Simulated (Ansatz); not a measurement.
**AlClHS radical (SMILES [SH][Al][Cl]): energies and forces away from the minimum**

How good are functionals off equilibrium? 4 randomly displaced structures are computed with CCSD(T) and cheaper methods.

Method: single points with forces in def2-TZVPP; program: Ansatz 0.2.0, Gaussian basis.

Levels: PBE-D4, r2SCAN-D4, PBE0-D4, wB97M-V, Hartree-Fock, MP2, CCSD, CCSD(T). Each coordinate is moved by a Gaussian draw of the width named (0.7 of it for atoms other than hydrogen): 0.04, 0.04, 0.06, 0.02 Å.

Correlated methods freeze the cores. Orbitals are unrestricted.

11 further runs of the same task are left out: 11 set aside as unsound or not needed.

### Step 1. Where the work starts

The minimum, relaxed at PBE0-D4: SMILES `[SH][Al][Cl]`, 4 atoms, charge 0, spin multiplicity 2.

Atoms are counted from 1 here; the program's logs count them from 0.

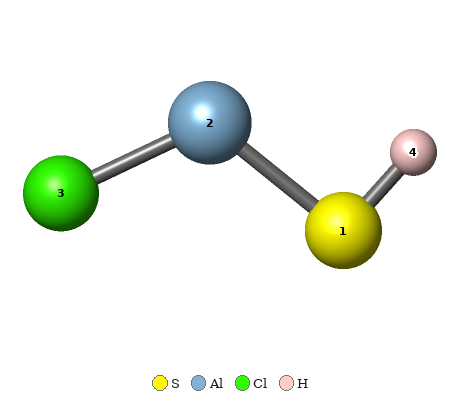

As it starts; sulfur yellow, aluminium light blue, chlorine green, hydrogen pink; atoms are numbered from 1 in the order of the file.

Geometry (Å):

```xyz
4
AlClHS
S     0.4398    0.9849   -0.7447
Al   -0.3941   -0.5259    0.6091
Cl    0.2262   -2.5074    0.2510
H    -0.2164    1.9881   -0.1356
```

Energies of the minimum (eV), from earlier single points: PBE-D4 -29960.93396, r2SCAN-D4 -29972.12270, PBE0-D4 -29963.41829, B3LYP-D4 -29975.93431, wB97M-V -29972.57176, CCSD(T) -29936.17894.

### Step 2. Structure 1, width 0.04 Å

ccsdt-tzvpp/in.yaml

```yaml
crystal:
  periodic: [false, false, false]
  atoms:
    - {symbol: S, position_ang: [0.480749, 0.981714, -0.708531]}
    - {symbol: Al, position_ang: [-0.394492, -0.538851, 0.671171]}
    - {symbol: Cl, position_ang: [0.214732, -2.527727, 0.307486]}
    - {symbol: H, position_ang: [-0.217517, 1.884967, -0.132951]}
basis:
  gaussian: {orbitals: def2-TZVPP}
magnetization: {spin_polarized: true, initial_magnetization: 1}
correlation: {method: ccsd_t}
scf: {omitted_lower_state_checks: [cluster_reference]}
output: {forces: true}
```

The command line of these runs was not kept.

Log (excerpt; [...] marks lines left out):

```text
Functional definition: HF
  name "HF"
  cite "Fock, Z. Phys. 61, 126 (1930) doi:10.1007/BF01340294"
  parent pbe
[...]
821 factors; integrals over basis functions are off by at most 7.5e-4 eV
[...]
mean field -29923.20190689 eV, -1099.6573874036 hartree, gradient 8.1e-6 eV, S^2 0.755897; 0 other end points of the search recorded, 0 dependent functions left out
15 core orbitals not correlated: weight in the atoms' cores, before any rotation towards them, 1.000 or more for the frozen orbitals, at most 0.000 for the correlated occupied ones
reference -29923.20190689 eV, -1099.6573874036 hartree; 9, 8 occupied and 116, 117 virtual orbitals, 821 factors
second order -11.31484177 eV of doubles, -0.00000000 eV of singles
cycle   1  -12.02062458 eV  change   -7.1e-1 eV  update   7.2e-2
[...]
cycle  13  -12.34504636 eV  change   -1.6e-6 eV  update   1.1e-6
perturbative correction -0.56187126 eV, -0.0206483878 hartree
[...]
working
working
Total energy: -29936.10882451 eV, -1100.1317078772 hartree
Atom 0 at     0.480749     0.981714    -0.708531 Å, force     0.802411    -1.638094    -0.527715 eV/Å
Atom 1 at    -0.394492    -0.538851     0.671171 Å, force     0.225156     0.167725    -0.330313 eV/Å
Atom 2 at     0.214732    -2.527727     0.307486 Å, force    -0.019120    -0.029244     0.048142 eV/Å
Atom 3 at    -0.217517     1.884967    -0.132951 Å, force    -1.008447     1.499614     0.809886 eV/Å
Dipole moment:    -0.244264     0.260381     0.242289 e Å
Checks for a lower state left out: cluster_reference
```

It took 2.5 min on 2 threads, shared host; peak memory 2.6 GiB.

The other levels were run on the same coordinates; their logs were not kept, and their results stand in the tables.

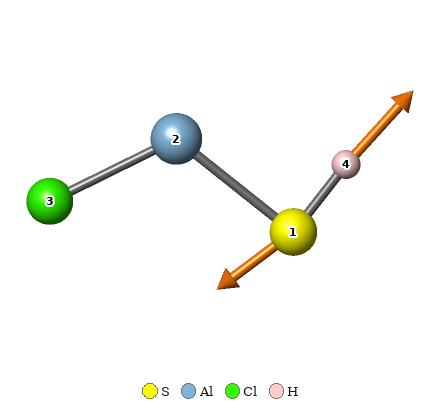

Forces at CCSD(T); the longest arrow is 1.98 eV/Å.

```
   method  RMS force component (eV/Å)  RMS error against CCSD(T) (eV/Å)  angle to CCSD(T) forces (°)  dipole (D)
   PBE-D4                       0.929                             0.171                          7.6        1.96
r2SCAN-D4                       0.842                             0.045                          1.5        2.10
  PBE0-D4                       0.847                             0.055                          2.2        2.13
  wB97M-V                       0.800                             0.016                          1.2        2.27
  CCSD(T)                       0.802                         reference                    reference        2.07
```

### Step 3. Structure 2, width 0.04 Å

ccsdt-tzvpp/in.yaml

```yaml
crystal:
  periodic: [false, false, false]
  atoms:
    - {symbol: S, position_ang: [0.434671, 1.002373, -0.767451]}
    - {symbol: Al, position_ang: [-0.411892, -0.541620, 0.598755]}
    - {symbol: Cl, position_ang: [0.211692, -2.479779, 0.242840]}
    - {symbol: H, position_ang: [-0.207464, 1.988223, -0.135756]}
basis:
  gaussian: {orbitals: def2-TZVPP}
magnetization: {spin_polarized: true, initial_magnetization: 1}
correlation: {method: ccsd_t}
scf: {omitted_lower_state_checks: [cluster_reference]}
output: {forces: true}
```

Log (excerpt; [...] marks lines left out):

```text
[... 4 set-up lines as earlier in the session ...]
[...]
823 factors; integrals over basis functions are off by at most 7.2e-4 eV
[...]
mean field -29923.24806385 eV, -1099.6590836404 hartree, gradient 7.8e-6 eV, S^2 0.755597; 0 other end points of the search recorded, 0 dependent functions left out
15 core orbitals not correlated: weight in the atoms' cores, before any rotation towards them, 1.000 or more for the frozen orbitals, at most 0.000 for the correlated occupied ones
reference -29923.24806385 eV, -1099.6590836404 hartree; 9, 8 occupied and 116, 117 virtual orbitals, 823 factors
second order -11.31253022 eV of doubles, -0.00000000 eV of singles
cycle   1  -12.02086048 eV  change   -7.1e-1 eV  update   7.2e-2
[...]
cycle  13  -12.34754967 eV  change   -1.6e-6 eV  update   1.0e-6
perturbative correction -0.56193233 eV, -0.0206506321 hartree
[...]
working
Total energy: -29936.15754585 eV, -1100.1334983534 hartree
Atom 0 at     0.434671     1.002373    -0.767451 Å, force    -0.066618    -0.314726     0.151880 eV/Å
Atom 1 at    -0.411892    -0.541620     0.598755 Å, force    -0.069946     0.919538    -0.097000 eV/Å
Atom 2 at     0.211692    -2.479779     0.242840 Å, force     0.210274    -0.731957    -0.112229 eV/Å
Atom 3 at    -0.207464     1.988223    -0.135756 Å, force    -0.073711     0.127144     0.057350 eV/Å
Dipole moment:    -0.225896     0.213745     0.236328 e Å
Checks for a lower state left out: cluster_reference
```

Run time: 2.1 min. Hardware: 2 threads, shared host; peak memory 2.6 GiB.

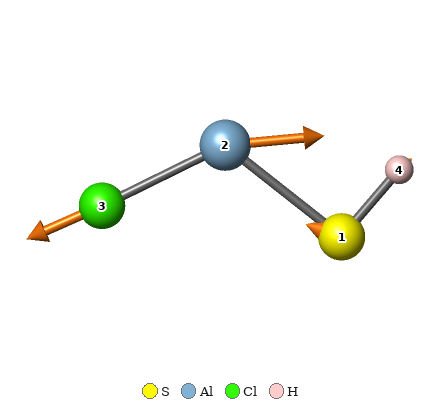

Forces at CCSD(T); the longest arrow is 0.93 eV/Å.

```
   method  RMS force component (eV/Å)  RMS error against CCSD(T) (eV/Å)  angle to CCSD(T) forces (°)  dipole (D)
   PBE-D4                       0.435                             0.162                         21.2        1.77
r2SCAN-D4                       0.355                             0.050                          7.9        1.90
  PBE0-D4                       0.351                             0.058                          9.0        1.94
  wB97M-V                       0.365                             0.013                          2.1        2.07
  CCSD(T)                       0.366                         reference                    reference        1.88
```

### Step 4. Structure 3, width 0.06 Å

ccsdt-tzvpp/in.yaml

```yaml
crystal:
  periodic: [false, false, false]
  atoms:
    - {symbol: S, position_ang: [0.439282, 0.916059, -0.703000]}
    - {symbol: Al, position_ang: [-0.364394, -0.484328, 0.586640]}
    - {symbol: Cl, position_ang: [0.245945, -2.649409, 0.246919]}
    - {symbol: H, position_ang: [-0.163180, 2.005699, -0.244943]}
basis:
  gaussian: {orbitals: def2-TZVPP}
magnetization: {spin_polarized: true, initial_magnetization: 1}
correlation: {method: ccsd_t}
scf: {omitted_lower_state_checks: [cluster_reference]}
output: {forces: true}
```

Log (excerpt; [...] marks lines left out):

```text
[... 4 set-up lines as earlier in the session ...]
[...]
823 factors; integrals over basis functions are off by at most 1.0e-3 eV
[...]
mean field -29922.96549747 eV, -1099.6486995177 hartree, gradient 6.3e-6 eV, S^2 0.755018; 0 other end points of the search recorded, 0 dependent functions left out
15 core orbitals not correlated: weight in the atoms' cores, before any rotation towards them, 1.000 or more for the frozen orbitals, at most 0.000 for the correlated occupied ones
reference -29922.96549747 eV, -1099.6486995177 hartree; 9, 8 occupied and 116, 117 virtual orbitals, 823 factors
second order -11.29797408 eV of doubles, -0.00000000 eV of singles
cycle   1  -12.00949887 eV  change   -7.1e-1 eV  update   7.2e-2
[...]
cycle  13  -12.33737764 eV  change   -2.1e-6 eV  update   1.4e-6
perturbative correction -0.56085240 eV, -0.0206109455 hartree
[...]
working
working
Total energy: -29935.86372752 eV, -1100.1227007290 hartree
Atom 0 at     0.439282     0.916059    -0.703000 Å, force     1.226565     1.172874    -1.762531 eV/Å
Atom 1 at    -0.364394    -0.484328     0.586640 Å, force    -0.552875    -3.022313     1.264851 eV/Å
Atom 2 at     0.245945    -2.649409     0.246919 Å, force    -0.421840     1.684387     0.213330 eV/Å
Atom 3 at    -0.163180     2.005699    -0.244943 Å, force    -0.251850     0.165052     0.284350 eV/Å
Dipole moment:    -0.223622     0.564737     0.161714 e Å
Checks for a lower state left out: cluster_reference
```

Run time: 2.8 min. Hardware: 2 threads, shared host; peak memory 2.6 GiB.

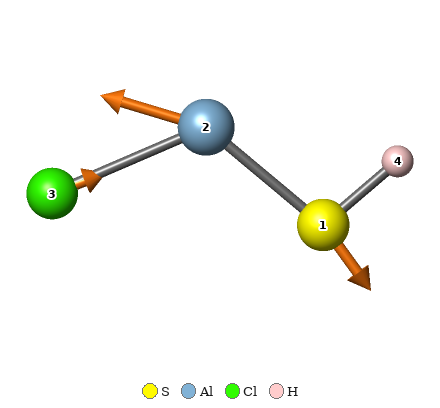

Forces at CCSD(T); the longest arrow is 3.32 eV/Å.

| method | RMS force component (eV/Å) | RMS error against CCSD(T) (eV/Å) | angle to CCSD(T) forces (°) | dipole (D) |
| --- | --- | --- | --- | --- |
| PBE-D4 | 1.265 | 0.179 | 7.8 | 2.91 |
| r2SCAN-D4 | 1.245 | 0.079 | 2.6 | 3.06 |
| PBE0-D4 | 1.241 | 0.085 | 2.8 | 3.10 |
| wB97M-V | 1.237 | 0.066 | 1.0 | 3.20 |
| CCSD(T) | 1.299 | reference | reference | 3.02 |

### Step 5. Structure 4, width 0.02 Å

ccsdt-tzvpp/in.yaml

```yaml
crystal:
  periodic: [false, false, false]
  atoms:
    - {symbol: S, position_ang: [0.432184, 1.001719, -0.737532]}
    - {symbol: Al, position_ang: [-0.412069, -0.527320, 0.622150]}
    - {symbol: Cl, position_ang: [0.192218, -2.510153, 0.242131]}
    - {symbol: H, position_ang: [-0.215634, 1.984792, -0.139674]}
basis:
  gaussian: {orbitals: def2-TZVPP}
magnetization: {spin_polarized: true, initial_magnetization: 1}
correlation: {method: ccsd_t}
scf: {omitted_lower_state_checks: [cluster_reference]}
output: {forces: true}
```

Log (excerpt; [...] marks lines left out):

```text
[... 4 set-up lines as earlier in the session ...]
[...]
821 factors; integrals over basis functions are off by at most 7.5e-4 eV
[...]
mean field -29923.26732042 eV, -1099.6597913062 hartree, gradient 8.4e-6 eV, S^2 0.755604; 0 other end points of the search recorded, 0 dependent functions left out
15 core orbitals not correlated: weight in the atoms' cores, before any rotation towards them, 1.000 or more for the frozen orbitals, at most 0.000 for the correlated occupied ones
reference -29923.26732042 eV, -1099.6597913062 hartree; 9, 8 occupied and 116, 117 virtual orbitals, 821 factors
second order -11.30850506 eV of doubles, -0.00000000 eV of singles
cycle   1  -12.01711653 eV  change   -7.1e-1 eV  update   7.2e-2
[...]
cycle  13  -12.34357004 eV  change   -1.6e-6 eV  update   1.0e-6
perturbative correction -0.56175423 eV, -0.0206440873 hartree
[...]
working
Total energy: -29936.17264469 eV, -1100.1340532259 hartree
Atom 0 at     0.432184     1.001719    -0.737532 Å, force     0.211471    -0.522002    -0.158662 eV/Å
Atom 1 at    -0.412069    -0.527320     0.622150 Å, force     0.053160     0.169676    -0.106744 eV/Å
Atom 2 at     0.192218    -2.510153     0.242131 Å, force     0.013776    -0.078133     0.002807 eV/Å
Atom 3 at    -0.215634     1.984792    -0.139674 Å, force    -0.278407     0.430459     0.262599 eV/Å
Dipole moment:    -0.229226     0.270144     0.234637 e Å
Checks for a lower state left out: cluster_reference
```

Wall time 2.4 min (2 threads, shared host); peak memory 2.6 GiB.

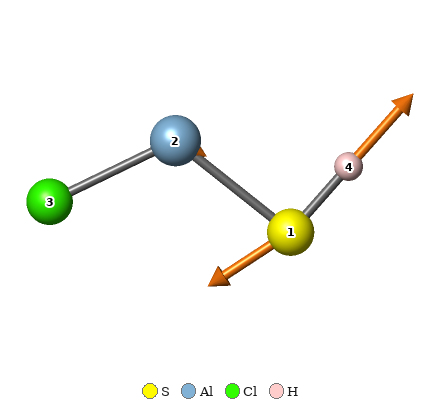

Forces at CCSD(T); the longest arrow is 0.59 eV/Å.

```
   method  RMS force component (eV/Å)  RMS error against CCSD(T) (eV/Å)  angle to CCSD(T) forces (°)  dipole (D)
   PBE-D4                       0.386                             0.166                         16.5        1.94
r2SCAN-D4                       0.285                             0.048                          5.7        2.07
  PBE0-D4                       0.286                             0.055                          7.9        2.10
  wB97M-V                       0.249                             0.017                          3.7        2.23
  CCSD(T)                       0.246                         reference                    reference        2.04
```

### Step 6. All structures together

Energy above the minimum (kJ/mol):

```csv
structure,width (Å),PBE-D4,r2SCAN-D4,PBE0-D4,wB97M-V,Hartree-Fock,MP2,CCSD,CCSD(T)
1,0.04,8.2,7.6,7.7,6.8,6.4,6.2,6.7,6.8
2,0.04,2.4,2.1,2.0,2.1,1.9,2.0,2.0,2.1
3,0.06,28.6,29.3,29.5,28.7,29.2,30.6,30.3,30.4
4,0.02,1.1,0.9,1.0,0.6,0.1,0.5,0.5,0.6
```

Miss and cost, level by level (times from a shared host):

```
      method  mean energy error from CCSD(T) (kJ/mol)        mean time a point
      PBE-D4                                      1.0                    1.8 s
   r2SCAN-D4                                      0.6                    3.6 s
     PBE0-D4                                      0.6                    3.6 s
     wB97M-V                                      0.4                    8.3 s
Hartree-Fock                                      0.6  part of the CCSD(T) run
         MP2                                      0.2  part of the CCSD(T) run
        CCSD                                      0.1  part of the CCSD(T) run
     CCSD(T)                                        0                  2.5 min
```

For cost: wB97M-V comes within 0.4 kJ/mol at 8.3 s a point, where CCSD(T) needs 2.5 min.

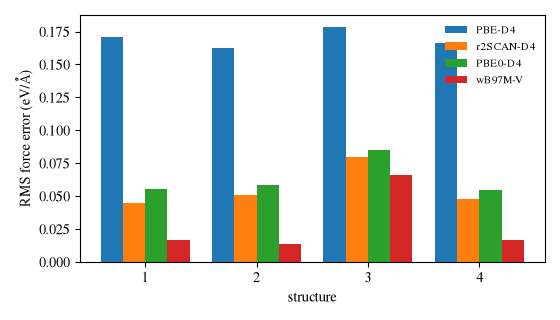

Force errors against CCSD(T).

### Step 7. Outcome

```
                         quantity                                                                                            value
energy above the minimum, CCSD(T)                                                                       6.8, 2.1, 30.4, 0.6 kJ/mol
                mean energy error  PBE-D4 1.0, r2SCAN-D4 0.6, PBE0-D4 0.6, wB97M-V 0.4, Hartree-Fock 0.6, MP2 0.2, CCSD 0.1 kJ/mol
             mean RMS force error                                 PBE-D4 0.169, r2SCAN-D4 0.056, PBE0-D4 0.063, wB97M-V 0.028 eV/Å
            largest T1 diagnostic                                                                                            0.014
```

**Reading.** In energy CCSD is nearest to CCSD(T) and PBE-D4 farthest. For forces wB97M-V is best, off by 4 % of the typical force, and PBE-D4 worst (25 %); with few structures and a triple-zeta reference, gaps of a few points rank nothing.
